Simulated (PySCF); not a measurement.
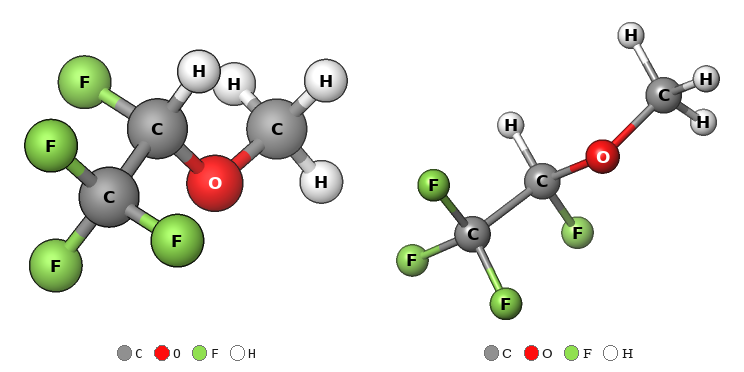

Both panels show the same species.

Computed geometry: PBE0-D3(BJ)/def2-SVP optimisation. No frequency run is at hand to confirm it as a minimum.

Identify the structure.

It has 12 atoms: 3 carbon, 4 hydrogen, 4 fluorine and 1 oxygen (C3H4F4O). As SMILES it reads `CO[C@@H](F)C(F)(F)F`. It has no ring. Among its groups: ether, C–F bond. This geometry has C1 symmetry. Coordination: 3 C tetrahedral; 1 O bent.

More results for the same structure follow; atom numbers are the same in all pictures, views and colours differ.

### Shape

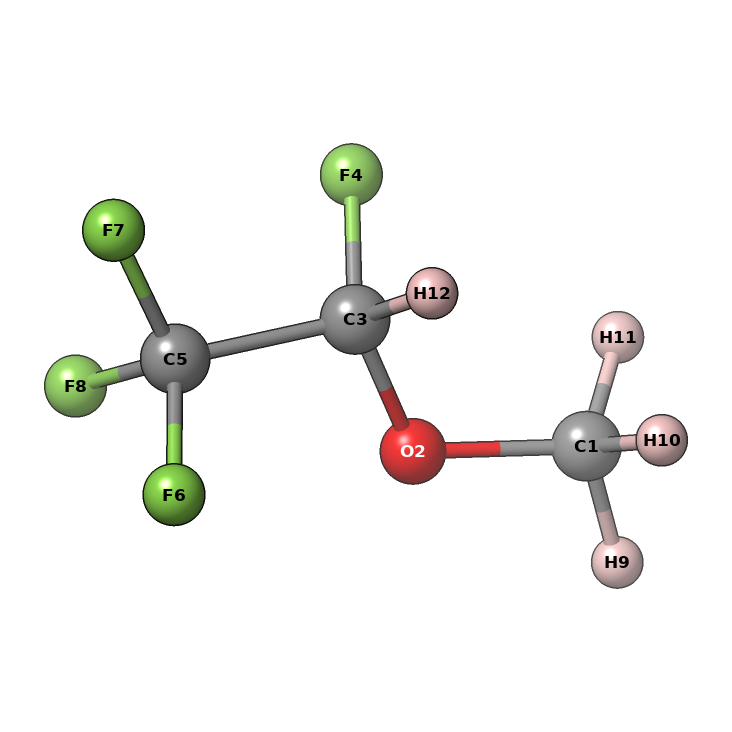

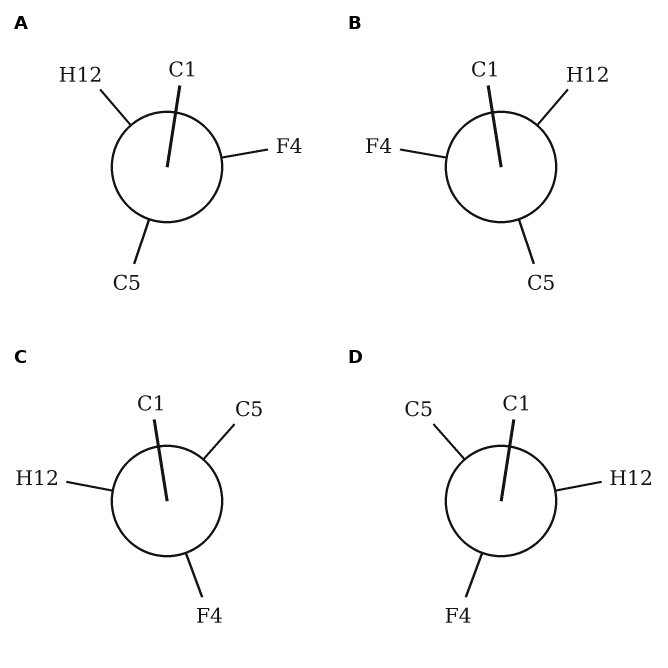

Distant atoms are faded towards the background colour. Bonds that would overlap in a projection are set slightly apart. No frequency run is at hand to confirm it as a minimum.

Which Newman projection shows the view along O2–C3, with O2 in front?

A. The torsion angle C1–O2–C3–F4 is 71°, synclinal (gauche).

### NMR shielding

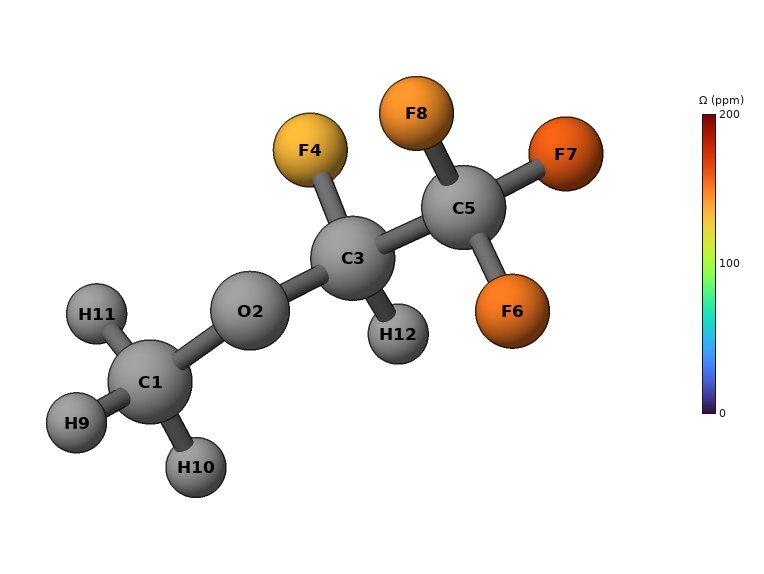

The F atoms are coloured by the span of their shielding tensor. No frequency run is at hand to confirm it as a minimum. Level of theory: GIAO PBE0/pcSseg-1 NMR shielding, non-relativistic, gas phase (PySCF 2.14.0). Principal shieldings σ11 ≤ σ22 ≤ σ33, span Ω = σ33 − σ11, skew κ = 3(σiso − σ22)/Ω.

Give the shielding tensors of the F atoms.

| atom | σ11 | σ22 | σ33 | σiso | Ω | κ |
| --- | --- | --- | --- | --- | --- | --- |
| F4 | 262.4 | 390.2 | 395.5 | 349.4 | 133.1 | −0.92 |
| F6 | 193.6 | 272.1 | 345.1 | 270.3 | 151.5 | −0.04 |
| F7 | 191.9 | 268.8 | 349.7 | 270.1 | 157.8 | 0.03 |
| F8 | 206.9 | 287.2 | 351.3 | 281.8 | 144.4 | −0.11 |

Shieldings and span in ppm.

### Levels of theory compared

No frequency run is at hand to confirm it as a minimum. Program: PySCF 2.14.0.

At this fixed geometry, give HOMO–LUMO gap (eV) at these levels: B3LYP/pcJ-1; CAM-B3LYP/def2-SVPD; KT3/pcSseg-2; PBE0/pcSseg-1.

| level | HOMO–LUMO gap (eV) |
| --- | --- |
| B3LYP/pcJ-1 | 9.74 |
| CAM-B3LYP/def2-SVPD | 11.75 |
| KT3/pcSseg-2 | 7.24 |
| PBE0/pcSseg-1 | 10.33 |

### Charges

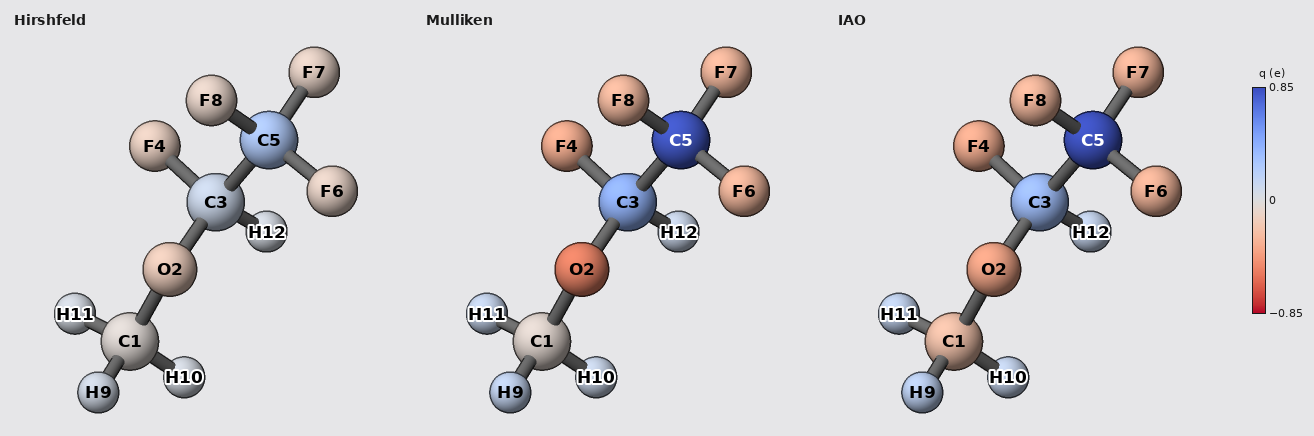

Atomic charges of one calculation by 3 schemes, on one colour scale. No frequency run is at hand to confirm it as a minimum. Method: PBE0/pcSseg-1 (PySCF 2.14.0).

On which atom do the schemes disagree most?

On C5 (from 0.24 to 0.80 e).

List the charges (e), one line for each set of equivalent atoms.

```csv
atom,Hirshfeld,Mulliken,IAO
C1,−0.03,−0.05,−0.21
O2,−0.13,−0.49,−0.36
C3,0.10,0.37,0.32
F4,−0.11,−0.31,−0.32
C5,0.24,0.79,0.80
F6,−0.09,−0.26,−0.27
F7,−0.09,−0.26,−0.28
F8,−0.08,−0.25,−0.26
H9,0.06,0.14,0.17
H10,0.05,0.11,0.13
H11,0.05,0.12,0.14
H12,0.04,0.10,0.13
```

### Polarisability

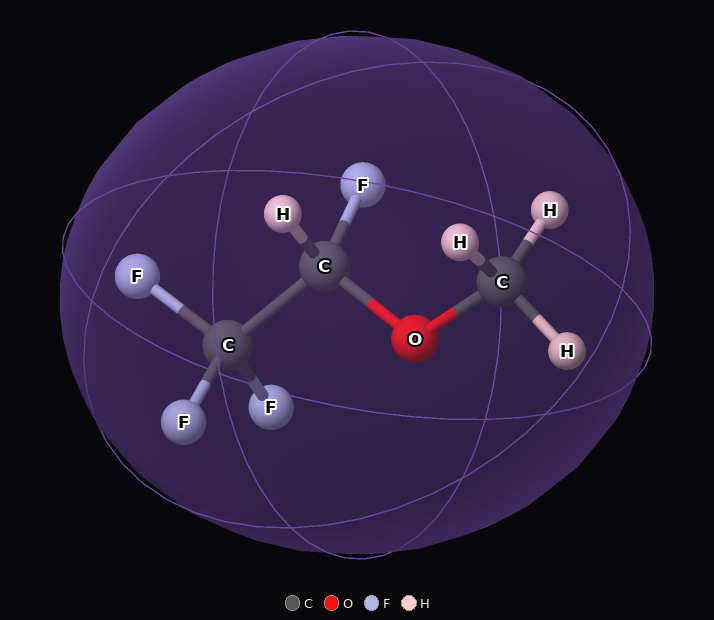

The ellipsoid shows the static dipole polarisability: its half-axes are proportional to the principal values. No frequency run is at hand to confirm it as a minimum. Computed with CAM-B3LYP/def2-SVPD (PySCF 2.14.0).

How large and how anisotropic is the polarisability?

Principal values 43.0, 43.7, 52.4 bohr³; mean 46.3 bohr³ (6.87 Å³); anisotropy 9.1 bohr³, so the longest axis is 1.22 times the shortest.

Mulliken values depend strongly on the basis set and can even reverse the polarity of a bond.
